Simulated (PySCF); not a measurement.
## Electronic structure of H$_{10}$O$_{5}$ in real space

```xyz
15

O     0.4439    0.2816    0.0923
H     0.2997    0.7797   -0.7352
H     1.4148    0.2114    0.1262
O     0.1576    2.2671    1.8148
H     0.1485    1.4441    1.2523
H    -0.7589    2.5032    1.9722
O     1.8545    3.4072    0.1802
H     1.1829    3.1470    0.8686
H     2.1382    4.3025    0.3756
O     0.5202    2.1842   -1.9635
H     1.0318    2.7651   -1.3713
H     1.1146    1.9570   -2.6827
O     3.1795    0.9657    0.0086
H     2.9086    1.8957    0.1254
H     3.8422    0.7949    0.6812
```

Geometry: PBE0-D3(BJ)/def2-SVPD.

All numbers below come from wB97M-D3(BJ)/def2-SVPD, SCF density, gas phase (PySCF 2.14.0).

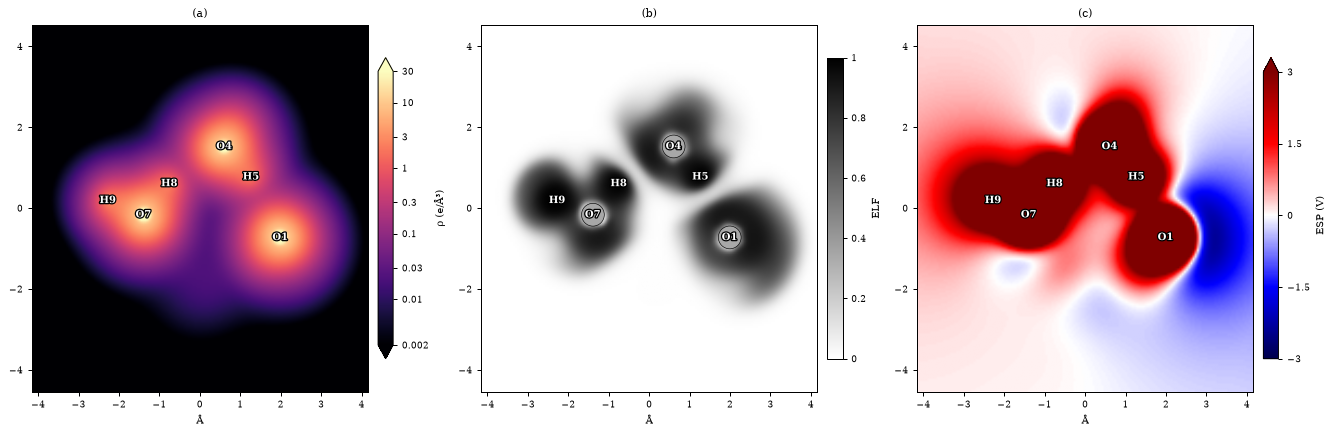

Figure 1. (a) total electron density; (b) electron localisation function; (c) electrostatic potential on the plane of atoms H8, O7 and H9. Grey discs cover the atomic cores in the ELF map.

> What do the fields say about this system?

Atoms in the plane: O and H.
O4···H8 (1.65 Å): the density falls to about 0.33 e/Å³ on the way; the ELF dips to about 0.15 between them; a closed-shell contact with the geometry of a hydrogen bond.
O–H (0.96 Å): the density is about 3.7 e/Å³ at the midpoint; the ELF climbs to about 1 towards the hydrogen, as it does in any bond to H: a covalent bond by its length.
The ELF also peaks beside O1 and O7, away from the bonds: lone-pair regions.
Outside the dense part of the complex the potential is most negative (−2.4 V) near O1.

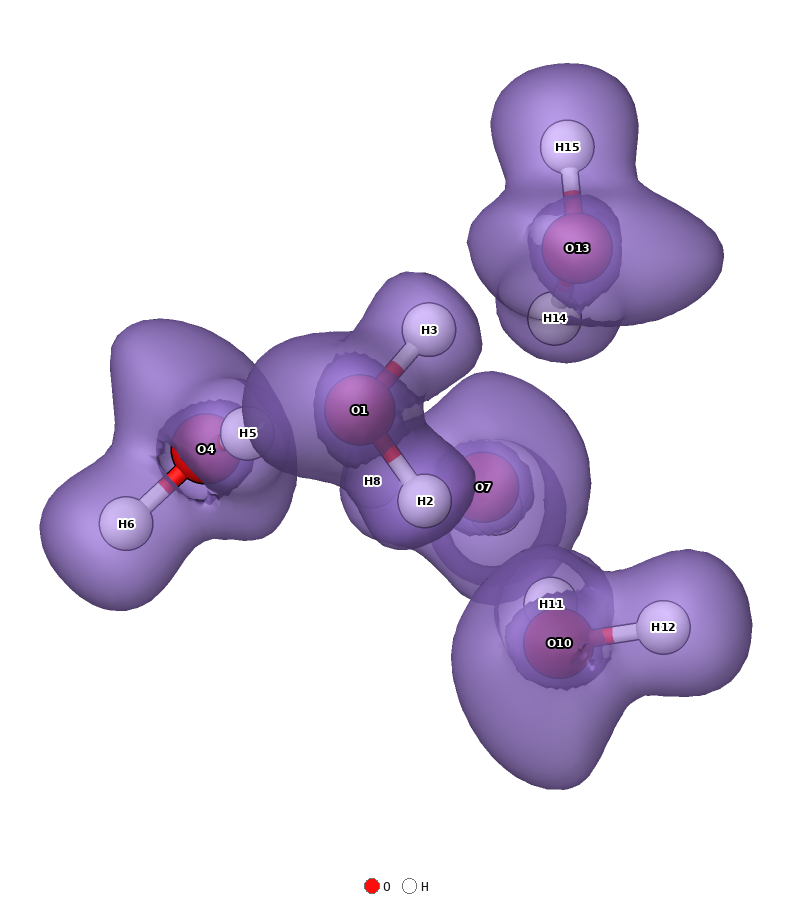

Figure 2. Isosurface of the electron localisation function at 0.75 (purple), seen at a tilt. Core shells and regions of very low density are left out.

> What do the ELF domains correspond to?

At this value the surface marks out five joined regions spread over several atoms (H, O), in which their bonds and any lone pairs are merged.

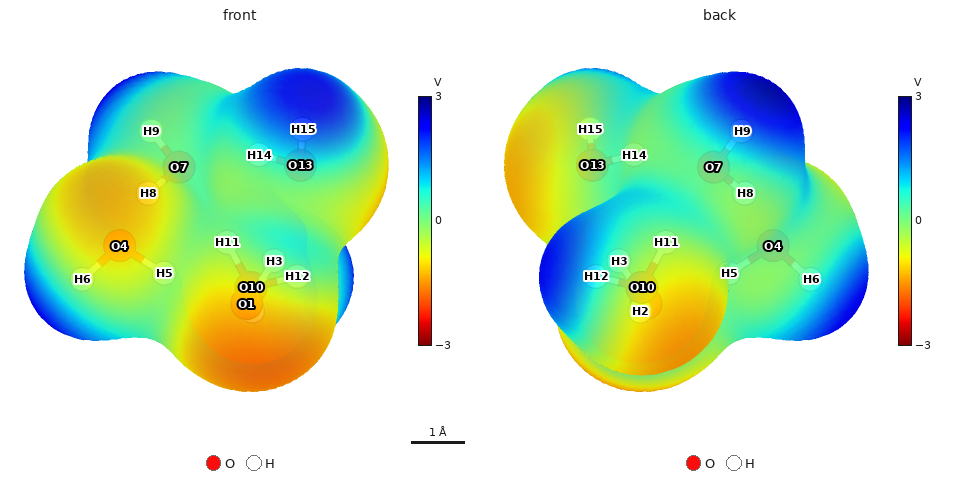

Figure 3. The molecular electrostatic potential painted on the density surface at 0.002 e/bohr³, seen from the front and from behind; red is negative and blue positive.

> Which sites attract a positive test charge, and which a negative one?

A positive charge is drawn to the negative regions and a negative charge to the positive ones. The most negative region (about −1.8 V, or −42 kcal/mol for a unit charge) lies over O1, the most positive (about +2.7 V, or +62 kcal/mol for a unit charge) over H9. O1 is the likeliest acceptor of a hydrogen bond.
